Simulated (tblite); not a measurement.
Geometry relaxation, with input and output: C$_{6}$H$_{8}$O$_{3}$Si (part 2 of 2)

The same run, continued: C$_{6}$H$_{8}$O$_{3}$Si; GFN2-xTB geometry optimisation, gas phase (tblite 0.8.0). It belongs to a series of runs on one base structure; here: H on C replaced by COOCH3.

Geometry of the input (Å):
```
C  3.6010  0.4436  -0.6663
O  2.1637  0.3651  -0.6208
C  1.6982  -0.1721  0.5559
O  2.3907  -0.5368  1.4748
C  0.2409  -0.2393  0.5735
C  -0.5169  -0.7266  1.6065
O  -1.8344  -0.6567  1.3218
C  -1.9712  -0.1123  0.0725
Si -3.6949  0.0996  -0.6063
C  -0.7089  0.1525  -0.4202
H  4.0373  -0.5515  -0.5946
H  3.8651  0.8768  -1.6288
H  3.9631  1.1019  0.1377
H  -0.2561  -1.1386  2.5748
H  -3.6211  0.7087  -1.9652
H  -4.3939  -1.2077  -0.6984
H  -4.4871  1.0193  0.2640
H  -0.4845  0.5805  -1.3925
```

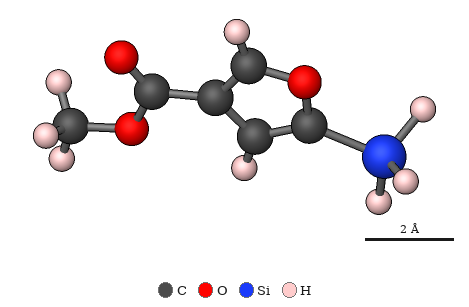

Fig. 1: The geometry at step 39 of the log (ball-and-stick view, seen at a tilt).

### Trajectory as extended XYZ, continued
```
18
Properties=species:S:1:pos:R:3:forces:R:3 step=24 energy=-839.55624
C     3.5700    0.4466   -0.6697    0.0190  -0.0030   0.0030
O     2.1570    0.3474   -0.5869    0.0080  -0.0030   0.0200
C     1.6824   -0.1711    0.5574   -0.0220  -0.0090   0.0100
O     2.3899   -0.5360    1.4653    0.0080   0.0050  -0.0060
C     0.2194   -0.2393    0.5687    0.0060   0.0000   0.0050
C    -0.5473   -0.7226    1.6012    0.0100   0.0000  -0.0090
O    -1.8383   -0.6467    1.2998    0.0050  -0.0070   0.0060
C    -1.9534   -0.1093    0.0554    0.0030   0.0010   0.0040
Si   -3.6910    0.1095   -0.6158    0.0100   0.0060   0.0040
C    -0.7066    0.1583   -0.4340    0.0110  -0.0040   0.0090
H     4.0261   -0.5419   -0.5783   -0.0080   0.0060  -0.0080
H     3.7926    0.8824   -1.6402   -0.0190  -0.0020  -0.0040
H     3.9543    1.0808    0.1325   -0.0100   0.0010  -0.0050
H    -0.2649   -1.1276    2.5534   -0.0030   0.0110  -0.0160
H    -3.5648    0.6973   -1.9474   -0.0030   0.0000  -0.0090
H    -4.3385   -1.2014   -0.6720   -0.0060  -0.0010  -0.0060
H    -4.4284    0.9959    0.2849   -0.0110   0.0030  -0.0010
H    -0.4671    0.5841   -1.3859    0.0030  -0.0020   0.0030
18
Properties=species:S:1:pos:R:3:forces:R:3 step=26 energy=-839.55635
C     3.5693    0.4469   -0.6704   -0.0030   0.0000  -0.0010
O     2.1564    0.3472   -0.5858   -0.0060  -0.0010   0.0080
C     1.6827   -0.1716    0.5586   -0.0050  -0.0050   0.0080
O     2.3922   -0.5359    1.4650   -0.0020  -0.0020   0.0060
C     0.2199   -0.2398    0.5704    0.0030  -0.0020   0.0060
C    -0.5479   -0.7229    1.6018    0.0020  -0.0030   0.0000
O    -1.8387   -0.6470    1.3001    0.0030  -0.0010  -0.0080
C    -1.9527   -0.1095    0.0556    0.0070   0.0070  -0.0060
Si   -3.6899    0.1100   -0.6169    0.0050   0.0030   0.0030
C    -0.7054    0.1581   -0.4328    0.0100  -0.0040   0.0040
H     4.0249   -0.5416   -0.5800    0.0010   0.0040  -0.0050
H     3.7884    0.8825   -1.6417   -0.0080  -0.0010  -0.0030
H     3.9530    1.0816    0.1314    0.0000   0.0010  -0.0050
H    -0.2686   -1.1280    2.5544    0.0120   0.0040   0.0000
H    -3.5652    0.6978   -1.9490   -0.0010  -0.0040   0.0000
H    -4.3369   -1.2016   -0.6727   -0.0040   0.0070  -0.0060
H    -4.4268    0.9965    0.2848   -0.0090   0.0000  -0.0060
H    -0.4634    0.5837   -1.3842   -0.0060  -0.0030   0.0050
18
Properties=species:S:1:pos:R:3:forces:R:3 step=29 energy=-839.55649
C     3.5675    0.4473   -0.6716   -0.0200   0.0040  -0.0050
O     2.1548    0.3469   -0.5833   -0.0050  -0.0010  -0.0060
C     1.6828   -0.1730    0.5612    0.0260   0.0060   0.0020
O     2.3942   -0.5365    1.4663   -0.0040  -0.0100   0.0180
C     0.2209   -0.2409    0.5732   -0.0020  -0.0040  -0.0030
C    -0.5485   -0.7239    1.6027   -0.0080  -0.0050   0.0090
O    -1.8387   -0.6474    1.2991   -0.0050   0.0020   0.0030
C    -1.9508   -0.1087    0.0549    0.0010  -0.0050   0.0030
Si   -3.6879    0.1111   -0.6176   -0.0070   0.0000  -0.0050
C    -0.7025    0.1573   -0.4311   -0.0060   0.0060  -0.0100
H     4.0238   -0.5408   -0.5828    0.0050  -0.0020  -0.0010
H     3.7825    0.8827   -1.6439   -0.0020   0.0020  -0.0010
H     3.9518    1.0827    0.1292    0.0090   0.0020  -0.0030
H    -0.2704   -1.1279    2.5557    0.0130  -0.0060   0.0140
H    -3.5656    0.6977   -1.9507    0.0030  -0.0030   0.0050
H    -4.3359   -1.2005   -0.6746    0.0010   0.0110  -0.0030
H    -4.4266    0.9972    0.2835   -0.0030  -0.0030  -0.0080
H    -0.4602    0.5829   -1.3819    0.0040   0.0050  -0.0100
18
Properties=species:S:1:pos:R:3:forces:R:3 step=31 energy=-839.55660
C     3.5646    0.4480   -0.6732   -0.0020   0.0020  -0.0050
O     2.1526    0.3463   -0.5811    0.0030  -0.0050   0.0010
C     1.6841   -0.1741    0.5645    0.0020   0.0010   0.0030
O     2.3963   -0.5378    1.4688   -0.0030  -0.0040   0.0060
C     0.2219   -0.2424    0.5762   -0.0060  -0.0020  -0.0030
C    -0.5494   -0.7253    1.6044   -0.0010   0.0000   0.0060
O    -1.8391   -0.6477    1.2983   -0.0030   0.0010   0.0140
C    -1.9489   -0.1081    0.0542   -0.0050  -0.0100   0.0080
Si   -3.6861    0.1122   -0.6187   -0.0030   0.0000  -0.0040
C    -0.6997    0.1569   -0.4297   -0.0080   0.0050  -0.0060
H     4.0227   -0.5397   -0.5860    0.0000   0.0040   0.0010
H     3.7763    0.8832   -1.6463    0.0000   0.0050  -0.0020
H     3.9508    1.0841    0.1263    0.0070  -0.0010  -0.0070
H    -0.2718   -1.1283    2.5582    0.0030  -0.0060   0.0060
H    -3.5659    0.6975   -1.9522    0.0080   0.0030  -0.0010
H    -4.3346   -1.1986   -0.6768   -0.0010   0.0010  -0.0010
H    -4.4263    0.9976    0.2815    0.0000   0.0000  -0.0050
H    -0.4563    0.5824   -1.3801    0.0090   0.0060  -0.0110
18
Properties=species:S:1:pos:R:3:forces:R:3 step=33 energy=-839.55665
C     3.5635    0.4484   -0.6740    0.0090   0.0000  -0.0020
O     2.1521    0.3459   -0.5802    0.0020  -0.0030   0.0050
C     1.6846   -0.1745    0.5658   -0.0140  -0.0050   0.0020
O     2.3967   -0.5384    1.4701   -0.0050   0.0020  -0.0030
C     0.2219   -0.2430    0.5770   -0.0030   0.0010   0.0010
C    -0.5497   -0.7257    1.6053    0.0050   0.0030   0.0000
O    -1.8393   -0.6478    1.2988    0.0020   0.0010   0.0060
C    -1.9486   -0.1085    0.0544   -0.0040  -0.0030   0.0030
Si   -3.6857    0.1126   -0.6193    0.0030  -0.0010  -0.0010
C    -0.6992    0.1569   -0.4295   -0.0030  -0.0030   0.0040
H     4.0224   -0.5391   -0.5870    0.0000   0.0040  -0.0010
H     3.7742    0.8836   -1.6473    0.0000   0.0040  -0.0040
H     3.9510    1.0844    0.1249    0.0050   0.0000  -0.0060
H    -0.2718   -1.1287    2.5593   -0.0010  -0.0020  -0.0030
H    -3.5655    0.6976   -1.9527    0.0100   0.0050  -0.0030
H    -4.3343   -1.1978   -0.6777   -0.0030  -0.0040  -0.0010
H    -4.4264    0.9978    0.2805   -0.0010   0.0020  -0.0030
H    -0.4546    0.5826   -1.3801    0.0010  -0.0010   0.0050
18
Properties=species:S:1:pos:R:3:forces:R:3 step=35 energy=-839.55669
C     3.5633    0.4486   -0.6747    0.0020   0.0000   0.0000
O     2.1518    0.3453   -0.5793    0.0000   0.0020  -0.0010
C     1.6842   -0.1750    0.5668   -0.0030  -0.0020  -0.0040
O     2.3965   -0.5388    1.4710   -0.0060   0.0010  -0.0010
C     0.2216   -0.2433    0.5774    0.0010   0.0020   0.0020
C    -0.5496   -0.7258    1.6060    0.0010   0.0030  -0.0010
O    -1.8393   -0.6478    1.2997    0.0010   0.0000  -0.0030
C    -1.9487   -0.1091    0.0549   -0.0010   0.0040   0.0010
Si   -3.6853    0.1128   -0.6197    0.0010  -0.0020  -0.0010
C    -0.6993    0.1568   -0.4292    0.0000  -0.0070   0.0070
H     4.0223   -0.5385   -0.5877    0.0040  -0.0020  -0.0040
H     3.7726    0.8843   -1.6482   -0.0020   0.0000  -0.0010
H     3.9517    1.0847    0.1235    0.0030   0.0040  -0.0010
H    -0.2716   -1.1292    2.5599   -0.0020   0.0000  -0.0050
H    -3.5643    0.6979   -1.9533    0.0100   0.0030   0.0010
H    -4.3345   -1.1974   -0.6784   -0.0020  -0.0020  -0.0010
H    -4.4267    0.9980    0.2796    0.0000   0.0020  -0.0030
H    -0.4535    0.5826   -1.3799   -0.0070  -0.0070   0.0150
18
Properties=species:S:1:pos:R:3:forces:R:3 step=37 energy=-839.55674
C     3.5627    0.4491   -0.6758   -0.0060   0.0010   0.0010
O     2.1513    0.3447   -0.5780    0.0010   0.0060  -0.0080
C     1.6838   -0.1759    0.5681    0.0140   0.0060  -0.0070
O     2.3960   -0.5393    1.4724   -0.0020  -0.0020   0.0030
C     0.2215   -0.2438    0.5786    0.0030   0.0000   0.0020
C    -0.5498   -0.7259    1.6071   -0.0070  -0.0010   0.0010
O    -1.8394   -0.6478    1.3006   -0.0040  -0.0010  -0.0030
C    -1.9486   -0.1094    0.0555   -0.0010   0.0050   0.0030
Si   -3.6846    0.1131   -0.6206   -0.0040  -0.0020  -0.0020
C    -0.6990    0.1561   -0.4282   -0.0010  -0.0020   0.0040
H     4.0224   -0.5377   -0.5895    0.0060  -0.0040  -0.0060
H     3.7698    0.8852   -1.6498   -0.0030  -0.0050   0.0020
H     3.9526    1.0856    0.1212    0.0000   0.0050   0.0030
H    -0.2720   -1.1300    2.5606   -0.0010   0.0000   0.0010
H    -3.5621    0.6987   -1.9541    0.0100   0.0000   0.0050
H    -4.3346   -1.1970   -0.6796    0.0010   0.0020  -0.0020
H    -4.4268    0.9986    0.2779    0.0020   0.0000  -0.0040
H    -0.4520    0.5821   -1.3782   -0.0090  -0.0050   0.0070
18
Properties=species:S:1:pos:R:3:forces:R:3 step=39 energy=-839.55678
C     3.5620    0.4495   -0.6769   -0.0020   0.0000   0.0010
O     2.1508    0.3445   -0.5771    0.0020   0.0030  -0.0030
C     1.6839   -0.1764    0.5690    0.0070   0.0070   0.0000
O     2.3956   -0.5400    1.4737    0.0070  -0.0010  -0.0030
C     0.2216   -0.2443    0.5801    0.0000  -0.0030   0.0020
C    -0.5503   -0.7261    1.6083   -0.0050  -0.0050   0.0020
O    -1.8399   -0.6478    1.3013   -0.0050  -0.0030   0.0030
C    -1.9486   -0.1094    0.0564   -0.0010   0.0000   0.0040
Si   -3.6839    0.1132   -0.6216   -0.0020   0.0000   0.0000
C    -0.6988    0.1551   -0.4266   -0.0010   0.0040  -0.0010
H     4.0227   -0.5370   -0.5917    0.0030   0.0010  -0.0040
H     3.7667    0.8858   -1.6513   -0.0010  -0.0060   0.0010
H     3.9534    1.0869    0.1189   -0.0040   0.0000   0.0020
H    -0.2727   -1.1309    2.5614   -0.0020  -0.0010   0.0060
H    -3.5591    0.6994   -1.9546    0.0090  -0.0020   0.0040
H    -4.3346   -1.1965   -0.6810    0.0010   0.0020  -0.0030
H    -4.4267    0.9992    0.2759    0.0010   0.0010  -0.0040
H    -0.4509    0.5812   -1.3759   -0.0070   0.0010  -0.0090
18
Properties=species:S:1:pos:R:3:forces:R:3 step=41 energy=-839.55682
C     3.5616    0.4498   -0.6774    0.0040   0.0000  -0.0010
O     2.1507    0.3446   -0.5768   -0.0020  -0.0010   0.0060
C     1.6843   -0.1763    0.5695   -0.0100  -0.0020   0.0060
O     2.3956   -0.5404    1.4742    0.0110   0.0040  -0.0090
C     0.2216   -0.2448    0.5810   -0.0030   0.0000   0.0010
C    -0.5508   -0.7265    1.6091    0.0040  -0.0040   0.0010
O    -1.8404   -0.6480    1.3020    0.0010  -0.0020   0.0040
C    -1.9489   -0.1094    0.0572    0.0000  -0.0020   0.0010
Si   -3.6837    0.1131   -0.6222    0.0050   0.0010   0.0030
C    -0.6989    0.1548   -0.4257   -0.0010   0.0050   0.0000
H     4.0232   -0.5366   -0.5933   -0.0020   0.0040   0.0000
H     3.7651    0.8858   -1.6520    0.0020  -0.0010  -0.0030
H     3.9536    1.0877    0.1178   -0.0050  -0.0040   0.0010
H    -0.2731   -1.1315    2.5621   -0.0030   0.0000   0.0050
H    -3.5563    0.6998   -1.9545    0.0070  -0.0010  -0.0010
H    -4.3346   -1.1962   -0.6820    0.0000   0.0000  -0.0040
H    -4.4265    0.9996    0.2744   -0.0020   0.0030  -0.0010
H    -0.4512    0.5807   -1.3751   -0.0060   0.0020  -0.0090
18
Properties=species:S:1:pos:R:3:forces:R:3 step=43 energy=-839.55686
C     3.5612    0.4502   -0.6783    0.0000   0.0000  -0.0030
O     2.1503    0.3448   -0.5760   -0.0070  -0.0020   0.0040
C     1.6844   -0.1762    0.5705   -0.0110  -0.0090   0.0030
O     2.3966   -0.5407    1.4744    0.0060   0.0050  -0.0060
C     0.2213   -0.2454    0.5824    0.0000   0.0040   0.0000
C    -0.5514   -0.7274    1.6104    0.0090   0.0010  -0.0010
O    -1.8410   -0.6485    1.3034    0.0080  -0.0010   0.0000
C    -1.9492   -0.1095    0.0587    0.0010  -0.0030  -0.0010
Si   -3.6830    0.1132   -0.6228    0.0060   0.0020   0.0040
C    -0.6991    0.1547   -0.4244   -0.0010   0.0000   0.0020
H     4.0239   -0.5358   -0.5956   -0.0060   0.0020   0.0060
H     3.7627    0.8856   -1.6534    0.0040   0.0050  -0.0040
H     3.9538    1.0885    0.1163   -0.0030  -0.0050   0.0000
H    -0.2738   -1.1323    2.5636   -0.0040   0.0010   0.0010
H    -3.5516    0.7003   -1.9544    0.0050  -0.0010  -0.0040
H    -4.3348   -1.1956   -0.6839    0.0000   0.0000  -0.0040
H    -4.4267    1.0005    0.2721   -0.0040   0.0030   0.0010
H    -0.4522    0.5800   -1.3746   -0.0050  -0.0010   0.0020
18
Properties=species:S:1:pos:R:3:forces:R:3 step=45 energy=-839.55690
C     3.5605    0.4506   -0.6792   -0.0070   0.0010  -0.0030
O     2.1495    0.3447   -0.5750   -0.0040  -0.0010  -0.0070
C     1.6841   -0.1767    0.5716    0.0070  -0.0020  -0.0050
O     2.3977   -0.5407    1.4745   -0.0020   0.0000   0.0020
C     0.2212   -0.2458    0.5837    0.0040   0.0020  -0.0010
C    -0.5514   -0.7282    1.6114    0.0040   0.0040   0.0000
O    -1.8411   -0.6489    1.3044    0.0050  -0.0020   0.0000
C    -1.9491   -0.1099    0.0598    0.0010  -0.0030   0.0010
Si   -3.6820    0.1134   -0.6232    0.0000   0.0020   0.0000
C    -0.6991    0.1546   -0.4232    0.0000  -0.0030   0.0020
H     4.0240   -0.5349   -0.5971   -0.0080  -0.0020   0.0070
H     3.7606    0.8858   -1.6549    0.0010   0.0050   0.0010
H     3.9537    1.0890    0.1149   -0.0020  -0.0020   0.0000
H    -0.2747   -1.1329    2.5650    0.0000   0.0010  -0.0010
H    -3.5477    0.7006   -1.9547    0.0030  -0.0020  -0.0010
H    -4.3348   -1.1951   -0.6857    0.0020   0.0030  -0.0030
H    -4.4270    1.0014    0.2702   -0.0020   0.0010   0.0000
H    -0.4530    0.5794   -1.3739   -0.0020  -0.0010   0.0070
18
Properties=species:S:1:pos:R:3:forces:R:3 step=47 energy=-839.55693
C     3.5593    0.4509   -0.6803   -0.0050   0.0000   0.0000
O     2.1484    0.3445   -0.5747    0.0030   0.0000  -0.0110
C     1.6842   -0.1774    0.5721    0.0120   0.0080  -0.0070
O     2.3987   -0.5408    1.4746   -0.0040  -0.0030   0.0020
C     0.2214   -0.2459    0.5847    0.0040  -0.0030   0.0010
C    -0.5510   -0.7285    1.6124   -0.0030   0.0020   0.0040
O    -1.8406   -0.6495    1.3053   -0.0030  -0.0030   0.0030
C    -1.9490   -0.1105    0.0608    0.0000  -0.0020   0.0030
Si   -3.6811    0.1139   -0.6235   -0.0040   0.0020  -0.0030
C    -0.6991    0.1542   -0.4220    0.0010  -0.0030   0.0000
H     4.0232   -0.5343   -0.5978   -0.0080  -0.0030   0.0030
H     3.7591    0.8865   -1.6561   -0.0020   0.0010   0.0050
H     3.9532    1.0891    0.1137   -0.0040   0.0010   0.0000
H    -0.2755   -1.1334    2.5661    0.0060   0.0000   0.0010
H    -3.5442    0.7006   -1.9551    0.0020  -0.0020   0.0010
H    -4.3346   -1.1943   -0.6876    0.0030   0.0050  -0.0020
H    -4.4274    1.0024    0.2686    0.0010  -0.0010  -0.0020
H    -0.4538    0.5789   -1.3728    0.0020   0.0020   0.0020
18
Properties=species:S:1:pos:R:3:forces:R:3 step=49 energy=-839.55696
C     3.5580    0.4513   -0.6813    0.0030  -0.0010   0.0030
O     2.1475    0.3444   -0.5752    0.0020   0.0000  -0.0030
C     1.6847   -0.1775    0.5722   -0.0040   0.0070  -0.0020
O     2.3995   -0.5408    1.4745   -0.0010   0.0000  -0.0060
C     0.2218   -0.2462    0.5858   -0.0020  -0.0050   0.0010
C    -0.5507   -0.7287    1.6135   -0.0030  -0.0020   0.0040
O    -1.8403   -0.6503    1.3066   -0.0040  -0.0010   0.0040
C    -1.9490   -0.1113    0.0622    0.0000   0.0000   0.0020
Si   -3.6804    0.1144   -0.6240    0.0020   0.0010  -0.0010
C    -0.6992    0.1536   -0.4207    0.0010  -0.0020   0.0000
H     4.0219   -0.5340   -0.5983   -0.0050  -0.0030  -0.0020
H     3.7577    0.8871   -1.6570   -0.0010  -0.0020   0.0030
H     3.9524    1.0892    0.1126   -0.0060   0.0040   0.0010
H    -0.2761   -1.1339    2.5673    0.0100   0.0010   0.0020
H    -3.5399    0.7006   -1.9554    0.0010   0.0000   0.0000
H    -4.3342   -1.1933   -0.6897    0.0000   0.0020  -0.0010
H    -4.4277    1.0033    0.2668    0.0020  -0.0010  -0.0020
H    -0.4549    0.5785   -1.3716    0.0060   0.0030  -0.0010
18
Properties=species:S:1:pos:R:3:forces:R:3 step=51 energy=-839.55699
C     3.5573    0.4515   -0.6819    0.0020  -0.0020   0.0020
O     2.1470    0.3443   -0.5758   -0.0050   0.0020   0.0040
C     1.6849   -0.1772    0.5721   -0.0130  -0.0040   0.0020
O     2.3999   -0.5409    1.4741    0.0020   0.0050  -0.0080
C     0.2219   -0.2467    0.5866   -0.0050   0.0000   0.0000
C    -0.5506   -0.7290    1.6146    0.0020  -0.0030   0.0000
O    -1.8404   -0.6509    1.3078    0.0010   0.0020   0.0000
C    -1.9490   -0.1119    0.0634    0.0000   0.0010  -0.0010
Si   -3.6797    0.1148   -0.6244    0.0050  -0.0010   0.0010
C    -0.6993    0.1530   -0.4198   -0.0020   0.0000   0.0000
H     4.0206   -0.5340   -0.5988    0.0000  -0.0030  -0.0030
H     3.7565    0.8875   -1.6574    0.0020  -0.0020  -0.0010
H     3.9515    1.0896    0.1119   -0.0040   0.0030   0.0030
H    -0.2755   -1.1343    2.5683    0.0090   0.0010   0.0010
H    -3.5366    0.7005   -1.9556    0.0000   0.0020  -0.0020
H    -4.3339   -1.1925   -0.6913   -0.0020  -0.0010  -0.0010
H    -4.4279    1.0039    0.2653    0.0010   0.0000  -0.0010
H    -0.4553    0.5784   -1.3707    0.0050   0.0000   0.0030
18
Properties=species:S:1:pos:R:3:forces:R:3 step=53 energy=-839.55702
C     3.5563    0.4516   -0.6824   -0.0060   0.0000   0.0000
O     2.1459    0.3443   -0.5762   -0.0080   0.0040   0.0030
C     1.6844   -0.1771    0.5721   -0.0030  -0.0080   0.0000
O     2.4005   -0.5407    1.4732    0.0020   0.0040  -0.0010
C     0.2216   -0.2473    0.5877   -0.0020   0.0030  -0.0010
C    -0.5505   -0.7295    1.6160    0.0030  -0.0020  -0.0030
O    -1.8404   -0.6515    1.3092    0.0040   0.0020   0.0000
C    -1.9490   -0.1126    0.0647   -0.0010   0.0010   0.0010
Si   -3.6786    0.1153   -0.6249    0.0010  -0.0020  -0.0010
C    -0.6993    0.1523   -0.4187   -0.0030   0.0020   0.0010
H     4.0191   -0.5341   -0.5996    0.0040   0.0010  -0.0010
H     3.7551    0.8878   -1.6580    0.0030  -0.0030  -0.0010
H     3.9500    1.0903    0.1112   -0.0010  -0.0020   0.0020
H    -0.2743   -1.1346    2.5696    0.0040   0.0020  -0.0010
H    -3.5329    0.7005   -1.9561    0.0000   0.0020  -0.0020
H    -4.3337   -1.1914   -0.6933   -0.0020  -0.0020   0.0000
H    -4.4281    1.0047    0.2634    0.0020   0.0010  -0.0010
H    -0.4550    0.5783   -1.3693    0.0030  -0.0020   0.0050
```

### Summary

- outcome: converged
- total energy: −839.5570 eV
- hardware: 1 CPU thread, shared host
- peak memory: 0.18 GiB
